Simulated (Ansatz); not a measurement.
# How Pd(100) screens a field, part 2 of 2

Wanted: the response of a Pd(100) slab to a perpendicular field.

Ansatz 0.2.0; plane-wave DFT, PBE, Ansatz PAW.

So far. Step 8 (Atoms held, field -0.2 V/Å): The dipole is -0.107 e·Å.

## 9. Atoms held, field 0.4 V/Å

File input.yaml:

```yaml
crystal:
  lattice:
    - [2.7506453788, 0.0, 0.0]
    - [0.0, 2.7506453788, 0.0]
    - [0.0, 0.0, 27.725]
  atoms:
    - { symbol: Pd, position: [0.5, 0.5, 0.3246167719] }
    - { symbol: Pd, position: [0.0, 0.0, 0.3947700631] }
    - { symbol: Pd, position: [0.5, 0.5, 0.4649233544] }
    - { symbol: Pd, position: [0.0, 0.0, 0.5350766456] }
    - { symbol: Pd, position: [0.5, 0.5, 0.6052299369] }
    - { symbol: Pd, position: [0.0, 0.0, 0.6753832281] }
kpoints:
  mp_grid: { grid: [18, 18, 1] }
hamiltonian:
  xc: pbe
scf:
  occupations: { method: fermi_dirac, width: 0.1 }
  convergence: { dr2_threshold: 1.0e-10 }
efield:
  axis: 3
  dipole_correction: true
  ramp_position: 0.97
  ramp_width: 0.06
  amplitude: 0.4
output:
  forces: true
  write_potential: true
  write_density: true
  volumetric_format: npy
  elf: true
```

Started as:

```bash
$ ansatz run input.yaml --threads 4 --pin off --max-ram 6144MiB --backend cpu --events-out ev --progress --plain --runs-dir out
```

Numbers of over 12 decimals in the logs are rounded to 6 here.

Output:

```text
[...]
Crystal: 6 atoms, lattice volume = 209.769 Å³
Basis set: ecut = 420 eV, 4177 PW (Γ), exchange–correlation on 40×40×384 points (8 copies of the dense FFT grid, shifted against one another)
Bands: 65, of which v1, the nominal top of the filled ones, is band 54 counted from 1 (53 counted from 0)
Symmetry: 8 space group operations
k-points: 55 of 324
[...]
k-point 0: bands = [... 50 lower, 4.7804, 5.0796, 5.2233, 5.2233, 5.3480, 5.4005, 5.5950, 5.5950, ... 7 higher]
  k-point 1: bands = [... 50 lower, 4.8622, 4.9502, 5.1077, 5.2993, 5.3016, 5.3352, 5.3732, 5.6038, ... 7 higher]
  k-point 2: bands = [... 50 lower, 4.7730, 4.9043, 4.9222, 5.0967, 5.2269, 5.2282, 5.4315, 5.5985, ... 7 higher]
  k-point 54: bands = [... 50 lower, 5.7235, 5.7247, 6.0716, 6.0745, 9.4308, 9.4308, 10.9915, 10.9915, ... 7 higher]
[key lines of the parts left out:]
SCF converged after 16 iterations
Free energy (F): -41835.854251 eV
Fermi energy:    5.425660 eV
Dipole field:    D = 0.184881 V/Å  (p = 0.214325 e·Å, saw-weighted, corrected)
```

Elapsed: 28 s, on 4 threads of Arm Neoverse V2, shared host; peak memory 0.8 GiB; 1.8 min of CPU time.

Running mean over 1.945 Å of the planar mean, with the applied field; the ramp of the sawtooth is left out. Electron's electrostatic potential energy less the Fermi level against z:

```csv
z (Å),electron's electrostatic potential energy less the Fermi level (eV)
4,3.72
5,4.12
6,4.47
7,4.28
8,-1.72
9,-8.07
10,-8.48
11,-8.62
12,-8.67
13,-8.68
14,-8.68
15,-8.68
16,-8.66
17,-8.58
18,-8.44
19,-7.37
20,1.08
21,5.16
22,5.78
23,6.20
24,6.60
```

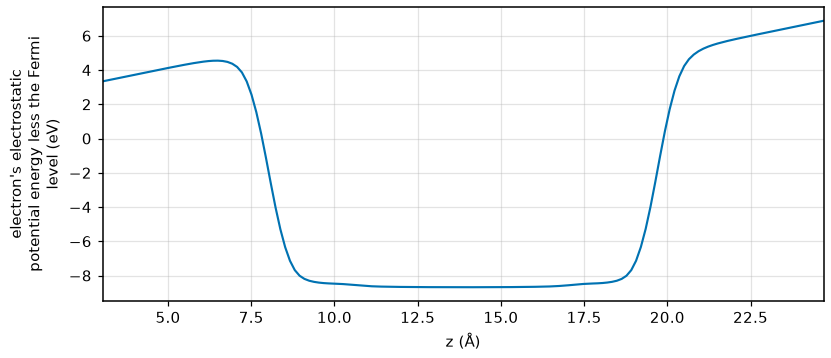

Electron's electrostatic potential energy less the Fermi level, plotted against z.

The dipole is 0.214 e·Å.

## 10. The response

This step: plane-wave DFT, PBE, Ansatz PAW; screening of a field by a metal slab (Ansatz 0.2.0).

The dipoles give the slope, and the difference of two potentials shows where the field is screened.

This step gave:

```yaml
equivalent_conductor_thickness_p_eps_0ae: 12.81 Å
distance_between_the_outer_atoms: 9.725 Å
inner_field_over_outer_field: -0.001439
image_plane_upper_face: 1.521 Å
induced_electrons_on_the_upper_face_over_eps_0e: -1.003
image_plane_lower_face: 1.521 Å
induced_electrons_on_the_lower_face_over_eps_0e: 1.003
```

Table of dipole of the cell by applied field:

```csv
applied field (V/Å),dipole of the cell (e·Å)
-0.200,-0.107
-0.100,-0.0536
-0.050,-0.0268
0.000,0
0.050,0.0268
0.100,0.0536
0.200,0.107
0.400,0.214
```

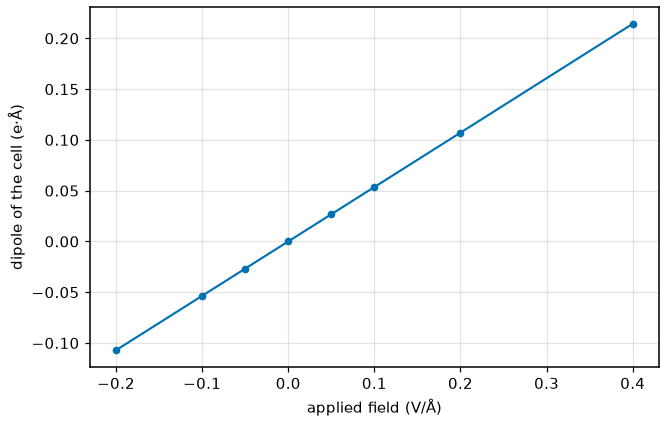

Dipole of the cell against applied field.

Local field over the applied field, running mean. From the potentials at -0.05 and 0.05 V/Å; running mean over 1.945 Å. Table of local field over applied field by z:

```csv
z (Å),local field over applied field
5,0.992
6,0.949
7,0.734
8,0.282
9,-0.00200
10,-0.00257
11,0.00729
12,9.6e-4
13,-0.00136
14,-0.00119
15,-9.6e-4
16,0.00210
17,0.00755
18,-0.00693
19,0.0406
20,0.404
21,0.824
22,0.969
23,0.996
```

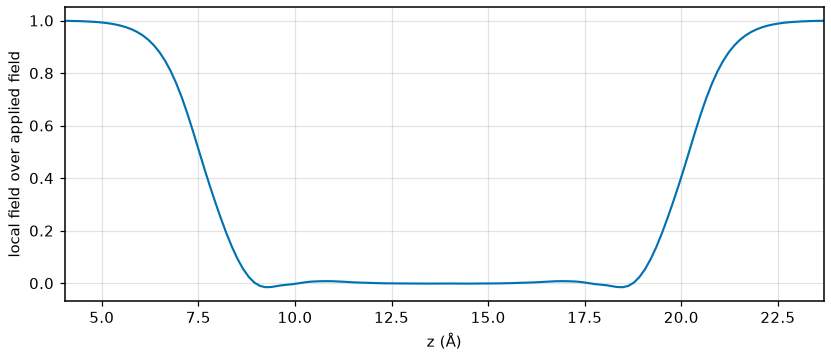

Local field over applied field against z.

The induced electron density oscillates, so the rows of the table below give means over windows of 1 Å about each position, cut where the curve ends. Its maxima inside the range that stand out by 2 % of the span (Å: e/Å³ per V/Å): 7.9: 0.00431, 9.0: 5.4e-4, 10.5: 2.9e-4, 11.3: 2.8e-4, 16.8: 2.8e-4, 18.3: 5.0e-4, 19.1: 6.9e-4. Its minima: 8.7: -6.9e-4, 9.4: -5.0e-4, 11.0: -2.8e-4, 16.5: -2.8e-4, 17.2: -2.9e-4, 18.8: -5.4e-4, 19.8: -0.00431.

Electrons, planar mean, per unit field. Induced electron density against z; means over each step:

```csv
z (Å),induced electron density (e/Å³ per V/Å)
5,5.6e-5
6,3.7e-4
7,0.00190
8,0.00338
9,-1.1e-4
10,-1.6e-4
11,7.6e-5
12,1.2e-5
13,-2.3e-6
14,-1.3e-5
15,9.3e-6
16,-5.7e-5
17,-3.3e-5
18,2.8e-4
19,-5.2e-4
20,-0.00366
21,-0.00127
22,-2.3e-4
23,-3.2e-5
```

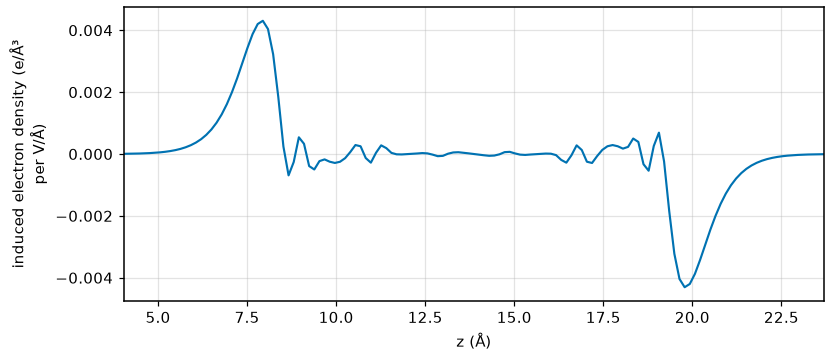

Induced electron density, plotted against z.

By hand: between -0.05 and 0.05 V/Å the dipole changes by 0.05355 e·Å, a slope of 0.5355 e·Å²/V. A perfect conductor of thickness t has p = ε₀AEt, so t = 180.95 × 0.5355 / 7.566 = 12.81 Å (e/ε₀ = 180.95 V·Å, A in Å²). Less the 9.72 Å between the outer atoms, and halved, that puts each image plane 1.54 Å out.

The induced dipole is that of a conductor 12.81 Å thick.

## 11. The same run with other settings

This step: plane-wave DFT, PBE, Ansatz PAW (Ansatz 0.2.0).

A run with a changed input: it repeats the earlier run at 0.05 V/Å with efield.dipole_correction from true to false.

input.yaml: that of step 9 with these lines changed.

```diff
@@ -21,6 +21,6 @@
   axis: 3
-  dipole_correction: true
+  dipole_correction: false
   ramp_position: 0.97
   ramp_width: 0.06
-  amplitude: 0.4
+  amplitude: 0.05
 output:
@@ -30,2 +30 @@
   volumetric_format: npy
-  elf: true
```

Output:

```text
[...]
Crystal: 6 atoms, lattice volume = 209.769 Å³
Basis set: ecut = 420 eV, 4177 PW (Γ), exchange–correlation on 40×40×384 points (8 copies of the dense FFT grid, shifted against one another)
Bands: 65, of which v1, the nominal top of the filled ones, is band 54 counted from 1 (53 counted from 0)
Symmetry: 8 space group operations
k-points: 55 of 324
[...]
SCF iter   1: F=—  HF=-41835.998948 eV  |F-HF|=—  |Δ(HF+E_count)|=         —  Δρ=2.25e-2  dr2=2.21e1  ethr=1.77e-3  p=0.000 e·Å  V_vac-E_F(+/−)=5.33/4.05 eV  ⟨swp⟩=8.0  Hψ=15058  notcnv=0  defer=60
[...]
SCF iter  15: F=-41835.812643 eV  HF=-41835.812643 eV  |F-HF|=1.46e-10  |Δ(HF+E_count)|=   1.11e-9  Δρ=5.19e-8  dr2=5.14e-12  ethr=1.00e-12  p=0.050 e·Å  V_vac-E_F(+/−)=5.65/4.47 eV  ⟨swp⟩=18.0  Hψ=21662  notcnv=0
SCF 1 converged in 15 iterations: F = -41835.812643 eV  dr2 = 5.14e-12
[...]
SCF converged after 15 iterations
Free energy (F): -41835.812643 eV
[...]
Internal energy: -41835.431273 eV  (E = F + TS)
E sigma→0 (E₀):  -41835.621958 eV
Entropy (-TS):   -0.381370 eV (-63.562 meV/atom)
Fermi energy:    5.433794 eV
Dipole field:    D = 0.042928 V/Å  (p = 0.049765 e·Å, saw-weighted)
Work function:   not extracted (applied field tilts the vacuum); planar V_es + V_field profile in the machine report
[...]
--- Forces (eV/Å), atoms counted from 1 ---
  atom   1  Pd    -0.00000000     0.00000000    -0.21331665
  atom   2  Pd     0.00000000     0.00000000    -0.12231280
  atom   3  Pd    -0.00000000     0.00000000    -0.03275191
  atom   4  Pd    -0.00000000     0.00000000     0.03400946
  atom   5  Pd    -0.00000000     0.00000000     0.12139758
  atom   6  Pd     0.00000000     0.00000000     0.21297493
  max |Σ_I F_I| component: 6.05e-7 eV/Å
--- Band table (eV; the first three rows and the last of 55) ---
  k-point 0: bands = [... 50 lower, 4.7886, 5.0878, 5.2314, 5.2314, 5.3562, 5.4087, 5.6031, 5.6031, ... 7 higher]
  k-point 1: bands = [... 50 lower, 4.8703, 4.9584, 5.1166, 5.3075, 5.3097, 5.3433, 5.3813, 5.6119, ... 7 higher]
  k-point 2: bands = [... 50 lower, 4.7811, 4.9135, 4.9303, 5.1049, 5.2353, 5.2361, 5.4396, 5.6066, ... 7 higher]
  k-point 54: bands = [... 50 lower, 5.7321, 5.7324, 6.0809, 6.0816, 9.4388, 9.4388, 10.9994, 10.9994, ... 7 higher]
```

Wall time 23 s (4 threads); peak memory 0.83 GiB; 92 s of CPU time.

```csv
quantity,this run,earlier run,difference
dipole along the normal (e·Å),0.04976,0.02677,0.023
```

With the dipole correction off, the periodic images add a field of their own to the typed one.

It moves by +0.023 e·Å.

These numbers are not those of the isolated slab.

## 12. The same run with other settings

An input spoilt on purpose, to show how the run answers: it repeats the earlier run at 0.05 V/Å with scf.max_iter to 5.

input.yaml: that of step 11 with these lines changed.

```diff
@@ -19,5 +19,6 @@
   convergence: { dr2_threshold: 1.0e-10 }
+  max_iter: 5
 efield:
   axis: 3
-  dipole_correction: false
+  dipole_correction: true
   ramp_position: 0.97
```

Output:

```text
Engine: ansatz 0.2.0, aarch64-unknown-linux-gnu
Pseudopotentials: kind: paw
Pseudopotential: Pd, paw, valence charge 18, recommended cutoff 420 eV (normal), Pd.paw.azcp
Functional definition: PBE
  parameter kappa = 0.804
  parameter beta = 0.066725
  exchange = pbe_x(kappa = kappa, mu = beta*pi^2/3)
  correlation = pbe_c(beta = beta)
Crystal: 6 atoms, lattice volume = 209.769 Å³
Basis set: ecut = 420 eV, 4177 PW (Γ), exchange–correlation on 40×40×384 points (8 copies of the dense FFT grid, shifted against one another)
Bands: 65, of which v1, the nominal top of the filled ones, is band 54 counted from 1 (53 counted from 0)
Symmetry: 8 space group operations
k-points: 55 of 324
Non-local potential: Pd, projectors of the file, l = 0: 2, l = 1: 2, l = 2: 2, l = 3: 1
PAW form: soft (Blöchl's): semilocal exchange-correlation on the pseudo side does not see the compensation charge
PAW one-centre angular grid: Pd, 590 points (default); XC on 64 Gauss nodes
Initial density: superposition of atomic densities (neutral atoms: chi_scale 0, normalization atom, screened)
Initial wavefunctions: pseudopotential atomic-orbital guess
Functional: x = pbe(κ = 0.804, μ = 0.219515), c = pbe(β = 0.066725)
SCF iter   1: F=—  HF=-41841.464637 eV  |F-HF|=—  |Δ(HF+E_count)|=         —  Δρ=1.04e-1  dr2=3.29e1  ethr=3.10e-3  p=0.025 e·Å  D=2.19e-2 V/Å  ΔV_dip=-0.61 eV  dr2_dipole=1.99e-3  V_vac-E_F(+/−)=2.88/2.21 eV  ⟨swp⟩=6.9  Hψ=13951  notcnv=0  defer=23
efield: sawtooth ramp at fractional position 0.9700 (set: `efield.ramp_position`, or a place that a band, a saddle search or an elastic batch's reference lends), width 0.0600; the density the first Hamiltonian is built on has a dipole p = 0.025 e·Å; the dipole correction subtracts the counter field D = 2.19e-2 V/Å, which shifts the + side's vacuum level by -0.61 eV against the − side's; the planar-averaged density in the ramp window peaks in size at 7.1e-7 e/Å³
preconditioner: auto → LDOS  [metal: Δε(μ)=0.005 eV  Ē_g=6.470 eV  σ=0.100 eV  W_gap=0.01  n_scr=48 (ndim 8)  ℏωp=19.9 eV  f_vac=0.544  D(μ)=11.13/eV (n_scr^D=102)  β→1.0]
SCF iter   2: F=—  HF=-41844.174137 eV  |F-HF|=—  |Δ(HF+E_count)|=    2.71e0  Δρ=1.27e-1  dr2=3.05e1  ethr=3.10e-3  p=0.025 e·Å  D=2.18e-2 V/Å  ΔV_dip=-0.61 eV  dr2_dipole=1.18e-6  V_vac-E_F(+/−)=5.10/4.43 eV  ⟨swp⟩=3.5  Hψ=9788  notcnv=0  defer=111
SCF iter   3: F=—  HF=-41835.910785 eV  |F-HF|=—  |Δ(HF+E_count)|=    8.26e0  Δρ=1.99e-2  dr2=1.16e0  ethr=3.10e-3  p=0.027 e·Å  D=2.35e-2 V/Å  ΔV_dip=-0.65 eV  dr2_dipole=1.66e-5  V_vac-E_F(+/−)=5.33/4.71 eV  ⟨swp⟩=11.8  Hψ=33371  notcnv=0
SCF iter   4: F=—  HF=-41835.842549 eV  |F-HF|=—  |Δ(HF+E_count)|=   6.82e-2  Δρ=4.55e-3  dr2=3.59e-1  ethr=1.07e-3  p=0.027 e·Å  D=2.31e-2 V/Å  ΔV_dip=-0.64 eV  dr2_dipole=4.46e-6  V_vac-E_F(+/−)=5.14/4.51 eV  ⟨swp⟩=9.8  Hψ=26368  notcnv=0
SCF iter   5: F=—  HF=-41835.812650 eV  |F-HF|=—  |Δ(HF+E_count)|=   2.99e-2  Δρ=1.75e-3  dr2=1.63e-2  ethr=3.32e-4  p=0.027 e·Å  D=2.33e-2 V/Å  ΔV_dip=-0.65 eV  dr2_dipole=3.20e-6  V_vac-E_F(+/−)=5.42/4.79 eV  ⟨swp⟩=9.7  Hψ=24436  notcnv=0
Error: did not converge after 5 iterations: dr2 = 1.63e-2 (threshold 1.00e-10), under the density mixer `msr1`, which `scf.mixing.algorithm: auto` chose by the deck's other keys (type `scf.mixing.algorithm: msr1` to keep it); raise `scf.max_iter`, which need not help a stalled SCF, or adjust the mixing (`scf.mixing`) or, under a smearing, its width (`scf.occupations.width`, in either direction: another width is another result); this SCF holds its density and magnetisation to the symmetry operations that it keeps, and cannot end on a state that breaks one of them: if the state sought breaks one, re-run with `crystal.symmetry.detect: [rest of the remark cut]
```

Run time: 20 s. Hardware: 4 threads; peak memory 0.76 GiB; 78 s of CPU time.

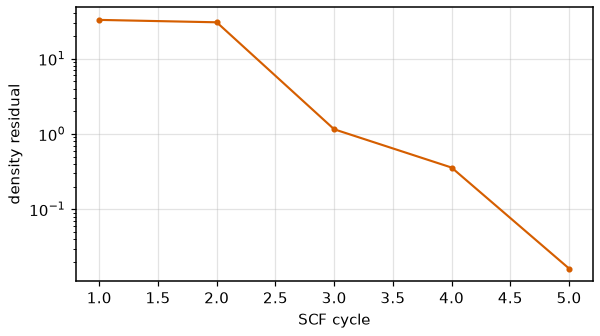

Residual by cycle in this run.

The run stopped without converging, so none of its numbers is a property of the system.

After 5 cycles the residual stands at 0.016. The cap of 5 cycles in the input ended the loop.

The program's message: “Error: did not converge after 5 iterations: dr2 = 1.63e-2 (threshold 1.00e-10), under the density mixer `msr1`, which `scf.mixing.algorithm: auto` chose by the deck's other keys (type `scf.mixing.algo …”

The fault put into the input: too few SCF iterations.

## 13. Summary of results

| Property | Result |
| --- | --- |
| work function | 5.09 eV |
| image plane, upper face | 1.52 Å |
| induced electrons on the upper face over ε₀E | -1.00 |
| equivalent conductor thickness p/(ε₀AE) | 12.8 Å |
| inner field over outer field | -0.00144 |

**Reading.** The induced charge has its centre 1.52 Å outside the outermost atoms; this is the plane from which a capacitor's gap or an image potential counts. The equivalent conductor thickness exceeds the distance between the outer atoms by 3.08 Å, about the sum of the two image-plane distances. In the middle of the slab the field is screened to under 0.5 % of its outer value. The atoms are held at bulk positions with the tabulated experimental lattice constant.

[Logs are printed without paths, hosts, clocks, repeated set-up lines and the standing remarks that a program may print on its own settings, such as how far it seeks lower states.]

[Hosts, paths, dates, database ids (printed as entryN), source tags and the programs' standing remarks are cut or masked in the printed files.]

[Maps of the electrostatic potential energy from Ansatz leave out the sawtooth potential of an applied field or a dipole correction, so their vacuum need not be flat; planar profiles and work functions include it.]
